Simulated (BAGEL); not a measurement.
# CH4F2OSi (SMILES C[Si](O)(F)F) at HF/6-31G(d) (density fitting with qzvpp-jkfit, spherical functions)

Aim: the vertical singlet–triplet gap of CH4F2OSi at HF/6-31G* (density fitting with qzvpp-jkfit, spherical functions), from 2 runs. 

Program for the calculation: BAGEL 1.2.2.

## (1) The system as given

The species is CH4F2OSi (9 atoms), meant as a singlet with charge 0. SMILES: `C[Si](O)(F)F`. The shape is that of a PBE0-D4/def2-TZVP optimisation. This is one conformer, not always the lowest.

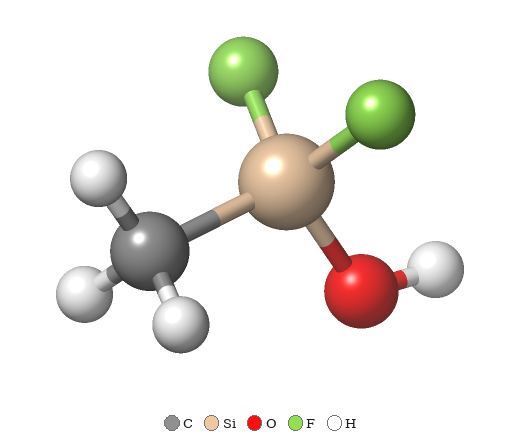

The structure, seen from a chosen angle (carbon grey, silicon light orange, oxygen red, fluorine green, hydrogen white).

## (2) The energy at HF/6-31G(d) (density fitting with qzvpp-jkfit, spherical functions)

input.json reads:

```json
{ "bagel": [

{
  "title": "molecule",
  "basis": "6-31gs.json",
  "df_basis": "qzvpp-jkfit",
  "angstrom": true,
  "geometry": [
    { "atom": "C", "xyz": [      -1.189400,       0.338900,      -0.162200 ] },
    { "atom": "Si", "xyz": [       0.580100,      -0.130700,      -0.192500 ] },
    { "atom": "O", "xyz": [       1.083400,      -0.479900,       1.308000 ] },
    { "atom": "F", "xyz": [       0.827400,      -1.374000,      -1.151900 ] },
    { "atom": "F", "xyz": [       1.471900,       1.032700,      -0.807900 ] },
    { "atom": "H", "xyz": [      -1.795500,      -0.480100,       0.229600 ] },
    { "atom": "H", "xyz": [      -1.342100,       1.213300,       0.473300 ] },
    { "atom": "H", "xyz": [      -1.540100,       0.577500,      -1.168100 ] },
    { "atom": "H", "xyz": [       1.992700,      -0.743900,       1.454700 ] }
  ]
},

{
  "title": "hf"
},

{
  "title": "print",
  "file": "orbitals.molden",
  "orbitals": true
}

]}
```

The basis set 6-31G* is read from a file made from the Basis Set Exchange's data (not shown).

Launch:

```sh
$ BAGEL_NUM_THREADS=1 BAGEL input.json > input.out
```

Output:

```text
* using 1 threads per process

  ===============================================================
  ===============================================================

  *** Geometry ***

  { "atom" : "C", "xyz" : [     -2.247640,      0.640428,     -0.306514 ] },
  { "atom" : "Si", "xyz" : [      1.096230,     -0.246987,     -0.363772 ] },
  { "atom" : "O", "xyz" : [      2.047329,     -0.906880,      2.471762 ] },
  { "atom" : "F", "xyz" : [      1.563559,     -2.596484,     -2.176776 ] },
  { "atom" : "F", "xyz" : [      2.781488,      1.951520,     -1.526710 ] },
  { "atom" : "H", "xyz" : [     -3.393003,     -0.907258,      0.433881 ] },
  { "atom" : "H", "xyz" : [     -2.536201,      2.292805,      0.894407 ] },
  { "atom" : "H", "xyz" : [     -2.910367,      1.091317,     -2.207389 ] },
  { "atom" : "H", "xyz" : [      3.765657,     -1.405767,      2.748985 ] },

  Number of auxiliary basis functions:      506

  Since a DF basis is specified, we compute 2- and 3-index integrals:
    o Being stored without compression. Storage requirement is 0.027 GB

  Number of basis functions:       82
  Number of electrons      :       50

    * METHOD: MOLECULE                             0.22

  *** RHF ***

  === Nuclear Repulsion ===
   263.4891565526

      * DIIS with orbital gradients will be used.

  === RHF iteration (6-31gs.json) ===
      0       -602.74498911          0.02457846           0.06
      1       -602.95652795          0.01436585           0.06
      2       -603.05224515          0.00122176           0.06
      3       -603.05323817          0.00032492           0.06
      4       -603.05330817          0.00005713           0.06
      5       -603.05331141          0.00001304           0.06
      6       -603.05331157          0.00000662           0.06
      7       -603.05331160          0.00000126           0.06
      8       -603.05331160          0.00000042           0.06
      9       -603.05331160          0.00000016           0.06
     10       -603.05331160          0.00000004           0.06
     11       -603.05331160          0.00000002           0.06
     12       -603.05331160          0.00000001           0.06
    * SCF iteration converged.

    * Permanent dipole moment:
           (    0.116324,     0.021968,    -0.372923) a.u.

    * METHOD: HF                                   0.91

    * METHOD: PRINT                                0.01

  ===============================================================
```

Run time: 1.3 s. Hardware: 1 thread of Arm Neoverse V2, shared host.

## (3) The triplet, same level

input.json: that of step 2 with these lines changed.

```diff
@@ -21,3 +21,4 @@
 {
-  "title": "hf"
+  "title": "uhf",
+  "nopen": 2
 },
```

The basis set 6-31G* is read from a file made from the Basis Set Exchange's data (not shown).

Launch:

```sh
$ BAGEL_NUM_THREADS=1 BAGEL input.json > input.out
```

Output:

```text
* using 1 threads per process

  ===============================================================
  ===============================================================

  *** Geometry ***

  { "atom" : "C", "xyz" : [     -2.247640,      0.640428,     -0.306514 ] },
  { "atom" : "Si", "xyz" : [      1.096230,     -0.246987,     -0.363772 ] },
  { "atom" : "O", "xyz" : [      2.047329,     -0.906880,      2.471762 ] },
  { "atom" : "F", "xyz" : [      1.563559,     -2.596484,     -2.176776 ] },
  { "atom" : "F", "xyz" : [      2.781488,      1.951520,     -1.526710 ] },
  { "atom" : "H", "xyz" : [     -3.393003,     -0.907258,      0.433881 ] },
  { "atom" : "H", "xyz" : [     -2.536201,      2.292805,      0.894407 ] },
  { "atom" : "H", "xyz" : [     -2.910367,      1.091317,     -2.207389 ] },
  { "atom" : "H", "xyz" : [      3.765657,     -1.405767,      2.748985 ] },

  Number of auxiliary basis functions:      506

  Since a DF basis is specified, we compute 2- and 3-index integrals:
    o Being stored without compression. Storage requirement is 0.027 GB

  Number of basis functions:       82
  Number of electrons      :       50

    * METHOD: MOLECULE                             0.22

  *** Open-shell HF ***

  === Nuclear Repulsion ===
   263.4891565526

      * DIIS with orbital gradients will be used.

  === UHF iteration (6-31gs.json) ===
      0       -602.28784662          0.04969898           0.12
      1       -602.49296547          0.03560393           0.12
      2       -602.58275247          0.02308726           0.12
      3       -602.65190522          0.00161178           0.12
      4       -602.65505370          0.00107085           0.12
      5       -602.65639454          0.00070695           0.12
      6       -602.65774241          0.00041938           0.12
      7       -602.65846419          0.00024568           0.12
      8       -602.65871881          0.00015925           0.12
      9       -602.65882243          0.00009887           0.12
     10       -602.65887430          0.00006228           0.12
     11       -602.65889282          0.00004521           0.12
     12       -602.65890830          0.00004111           0.12
     13       -602.65892107          0.00003950           0.12
     14       -602.65893564          0.00003840           0.12
     15       -602.65895924          0.00003615           0.12
     16       -602.65899638          0.00003101           0.12
     17       -602.65902356          0.00002503           0.12
     18       -602.65903484          0.00001822           0.12
     19       -602.65903934          0.00001581           0.12
     20       -602.65903973          0.00001310           0.12
     21       -602.65904135          0.00000794           0.12
     22       -602.65904212          0.00000625           0.12
     23       -602.65904259          0.00000486           0.12
     24       -602.65904294          0.00000309           0.12
     25       -602.65904299          0.00000134           0.12
     26       -602.65904301          0.00000061           0.12
     27       -602.65904301          0.00000050           0.12
     28       -602.65904301          0.00000041           0.12
     29       -602.65904301          0.00000038           0.12
     30       -602.65904301          0.00000034           0.12
     31       -602.65904302          0.00000031           0.12
     32       -602.65904302          0.00000028           0.12
     33       -602.65904302          0.00000018           0.12
     34       -602.65904302          0.00000012           0.12
     35       -602.65904302          0.00000008           0.12
     36       -602.65904302          0.00000006           0.12
     37       -602.65904302          0.00000004           0.12
     38       -602.65904302          0.00000003           0.12
     39       -602.65904302          0.00000003           0.12
     40       -602.65904302          0.00000003           0.12
     41       -602.65904302          0.00000002           0.12
     42       -602.65904302          0.00000002           0.12
     43       -602.65904302          0.00000002           0.12
     44       -602.65904302          0.00000002           0.12
     45       -602.65904302          0.00000001           0.12
     46       -602.65904302          0.00000001           0.12
     47       -602.65904302          0.00000001           0.12
    * SCF iteration converged.

    * S^2 (UHF) is 2.0064

    * Permanent dipole moment:
           (    0.338181,    -0.052490,    -0.282241) a.u.

    * METHOD: UHF                                  5.78

    * METHOD: PRINT                                0.01

  ===============================================================
```

Wall time 6.3 s (1 thread of Arm Neoverse V2, shared host).

## (4) Results

At HF/6-31G* (density fitting with qzvpp-jkfit, spherical functions):

```
                                        quantity          value
                           singlet: total energy  -603.05331 Eh
                          singlet: dipole moment         0.99 D
                            singlet: HOMO energy      -13.65 eV
                            singlet: LUMO energy        4.96 eV
                          singlet: HOMO–LUMO gap       18.61 eV
                           triplet: total energy  -602.65904 Eh
                          triplet: dipole moment         1.13 D
                                   triplet: ⟨S²⟩          2.006
vertical energy of the triplet above the singlet      10.729 eV
```

At this shape the triplet lies 10.73 eV (247 kcal/mol) above the singlet.
